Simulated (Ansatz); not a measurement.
Cl: several calculations on one system

**1. Relaxation**

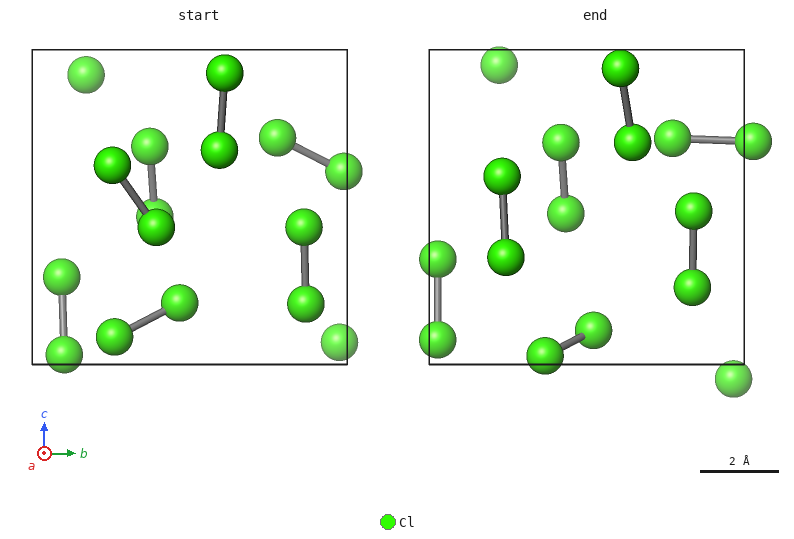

The structure of an amorphous cell of composition Cl before (left) and after (right) a relaxation, at one scale.

Style: ball-and-stick. Shown: the cell of the calculation, along the a axis.

The cell holds 8 Cl2. The run prepares the start of a later molecular dynamics calculation, from a guessed geometry.

Computed with DFT PBE-D3(BJ), scalar-relativistic, plane waves, PAW in Ansatz.

Input file:
```yaml
crystal:
  lattice:
    - [8.143253, 0.0, 0.0]
    - [0.0, 8.143253, 0.0]
    - [0.0, 0.0, 8.143253]
  atoms:
    - { symbol: Cl, position: [0.5642248, 0.4680907, 0.195447] }
    - { symbol: Cl, position: [0.6467446, 0.2612113, 0.0876279] }
    - { symbol: Cl, position: [0.0503521, -0.024515, 1.0704391] }
    - { symbol: Cl, position: [0.0708197, 0.1707356, 0.919801] }
    - { symbol: Cl, position: [0.9897349, 0.6111893, 0.925527] }
    - { symbol: Cl, position: [0.9564136, 0.594392, 0.6809025] }
    - { symbol: Cl, position: [0.2907102, 0.9894852, 0.6131917] }
    - { symbol: Cl, position: [0.3640493, 0.778661, 0.7200005] }
    - { symbol: Cl, position: [0.7007642, 0.8627677, 0.436167] }
    - { symbol: Cl, position: [0.6589319, 0.8687293, 0.1923472] }
    - { symbol: Cl, position: [0.371956, 0.3733111, 0.6924729] }
    - { symbol: Cl, position: [0.2668831, 0.3891622, 0.4689958] }
    - { symbol: Cl, position: [0.965094, 0.2544944, 0.6325316] }
    - { symbol: Cl, position: [0.9104649, 0.3939134, 0.4355251] }
    - { symbol: Cl, position: [0.3401057, 0.0934884, 0.2777617] }
    - { symbol: Cl, position: [0.3612633, 0.1015239, 0.0313446] }
basis:
  ecutwfc: 420.0
kpoints:
  mp_grid: { grid: [1, 1, 1] }
hamiltonian:
  xc: pbe
  dispersion: d3bj
scf:
  occupations: { method: fermi_dirac, width: 0.05 }
  lower_state_search: "off"
relax:
  f_tol: 0.3
  max_steps: 15
  adjacent_minimum: "off"
```

Launched with:
```bash
ansatz run input.yaml --threads 1 --pin off --max-ram 3072MiB --backend cpu --events-out ev --progress --plain --runs-dir out
```

Q: What changed between the two?

A: Over 12 accepted moves (13 points after the start) the energy falls by 256 meV per atom. Largest force component: 1.9 eV/Å at the start, 0.28 eV/Å at the end. 1 step only repeated the SCF at the same geometry. The largest move is that of Cl14, 1.48 Å along [1 −3 −2]. The lattice vectors keep their values. Some distances before and after: Cl6–Cl14 2.607 → 4.444 Å, Cl4–Cl16 2.596 → 3.807 Å, Cl6–Cl9 3.617 → 2.560 Å, Cl2–Cl16 2.703 → 3.538 Å. The run took 34 s on 1 thread of Arm Neoverse V1, on a shared host, peak memory 0.46 GiB.

Limits of the set-up: the periodic images lie only 8.1 Å apart, so the values are limited by the cell's size.

**2. Dynamics**

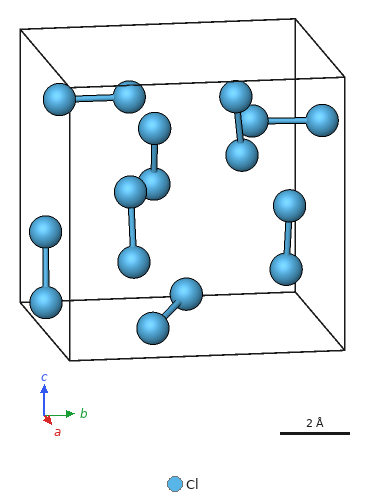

Starting frame of a dynamics run of a periodic cell with 8 Cl2 at 1.744 g/cm³. The picture is a ball-and-stick view of the simulation cell, seen slightly off an axis.

Theory: Ansatz, DFT PBE-D3(BJ), scalar-relativistic, plane waves, PAW.

Input
```yaml
crystal:
  lattice:
    - [8.143253, 0.0, 0.0]
    - [0.0, 8.143253, 0.0]
    - [0.0, 0.0, 8.143253]
  atoms:
    - { symbol: Cl, position: [0.45770889, 0.52153768, 0.10835661] }
    - { symbol: Cl, position: [0.63800186, 0.36768128, 0.02750564] }
    - { symbol: Cl, position: [-0.01854235, -0.03388796, 0.95412401] }
    - { symbol: Cl, position: [-0.03124084, 0.22194719, 0.95079084] }
    - { symbol: Cl, position: [0.98285096, 0.6070965, 0.94017422] }
    - { symbol: Cl, position: [0.89267177, 0.64561266, 0.70528593] }
    - { symbol: Cl, position: [0.38220712, 1.02886373, 0.70841861] }
    - { symbol: Cl, position: [0.39019309, 0.77282089, 0.7181944] }
    - { symbol: Cl, position: [0.77577856, 0.83964284, 0.48729571] }
    - { symbol: Cl, position: [0.7288582, 0.83549698, 0.24511409] }
    - { symbol: Cl, position: [0.3923531, 0.41814029, 0.70479962] }
    - { symbol: Cl, position: [0.29275258, 0.43343163, 0.47936579] }
    - { symbol: Cl, position: [0.9444559, 0.23117264, 0.59732956] }
    - { symbol: Cl, position: [0.94489583, 0.24330646, 0.34033378] }
    - { symbol: Cl, position: [0.36181245, 0.02717351, 0.33444299] }
    - { symbol: Cl, position: [0.37375518, 0.02660418, 0.07855081] }
basis:
  ecutwfc: 420.0
kpoints:
  mp_grid: { grid: [1, 1, 1] }
hamiltonian:
  xc: pbe
  dispersion: d3bj
scf:
  occupations: { method: fermi_dirac, width: 0.05 }
  lower_state_search: "off"
md:
  timestep: 2
  n_steps: 260
  ensemble: nvt_langevin
  temperature: 300.0
  initial_velocities: maxwell_boltzmann
  seed: 616450
  friction: 0.02
```

Launched with:
```bash
ansatz run input.yaml --threads 1 --pin off --max-ram 3072MiB --backend cpu --events-out ev --progress --plain --runs-dir out
```

Q: What does the trajectory do?

A: Over the second half the temperature averages 300 K (spread ±56 K). The potential energy in the second half lies on average 2.2 meV per atom below the first frame. Root-mean-square distances from the starting positions over the second half, with the common drift of all atoms taken out: Cl 0.44 Å. The heavy atoms stay within a fraction of a molecule's size of their starting places; so short a run doesn't tell a liquid from a solid.

Along the run (each row but the first and the last is the mean over the interval that it begins):

```
time (fs)  potential energy (meV/atom)  T (K)
      0.0                          0.0    281
     52.0                         19.7    263
    104.0                          2.3    381
    156.0                        -13.2    288
    208.0                        -13.5    300
    260.0                         -2.4    305
    312.0                          1.1    272
    364.0                         -2.4    337
    416.0                         -9.1    300
    468.0                          1.4    283
    520.0                          3.7    413
```

The paths of the atoms:

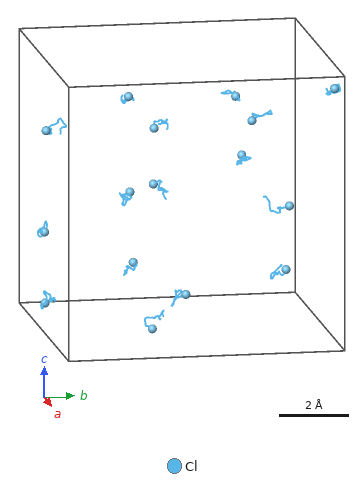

Limits of the set-up: the periodic images lie only 8.1 Å apart, so the values are limited by the cell's size.

**3. Dynamics**

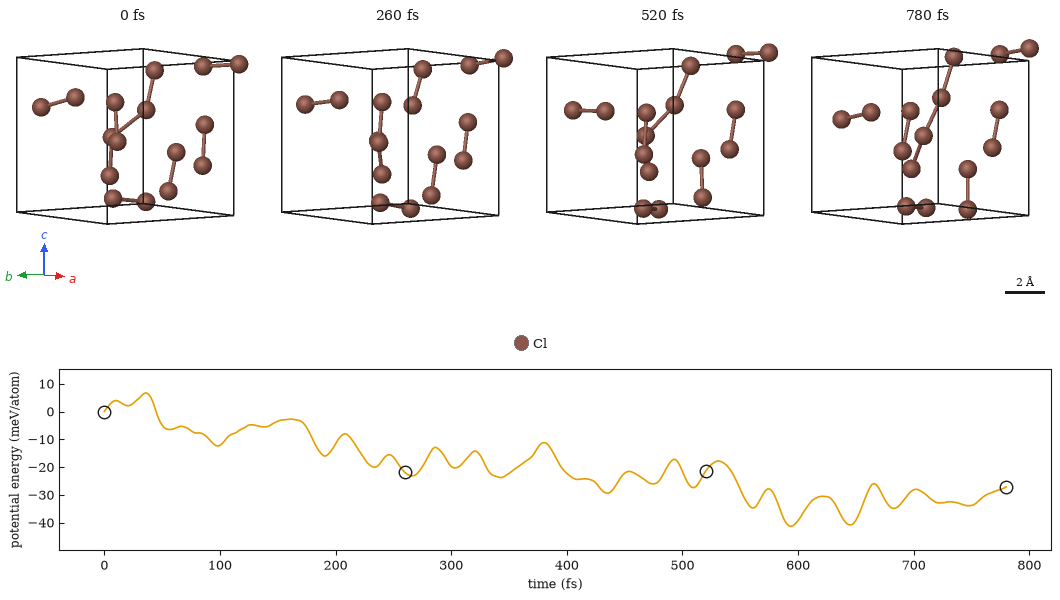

Molecular dynamics of a periodic cell with 8 Cl2 at 1.744 g/cm³, 780 fs long. It starts from the last geometry of an earlier run, with fresh velocities. Frames and the history of the run. A ball-and-stick model of the simulation cell, seen from a free direction.

Method: Ansatz, DFT PBE-D3(BJ), scalar-relativistic, plane waves, PAW. Settings: plane-wave cutoff 420 eV; k-point mesh 1 × 1 × 1; Fermi-Dirac smearing 0.05 eV; Langevin thermostat (NVT); set temperature 300 K; time step 2 fs; friction 0.01 per fs.

> Describe the run.

The mean temperature in the second half is 289 K (standard deviation 59 K). The potential energy is still drifting at the end, so the run hasn't reached equilibrium. The potential energy in the second half lies on average 28.7 meV per atom below the first frame. In the second half of the run the atoms are, in the root-mean-square, this far from where they began (common drift taken out): Cl 0.69 Å. The heavy atoms stay within a fraction of a molecule's size of their starting places; so short a run doesn't tell a liquid from a solid.

Limits of the set-up: the periodic images lie only 8.1 Å apart, so the values are limited by the cell's size.
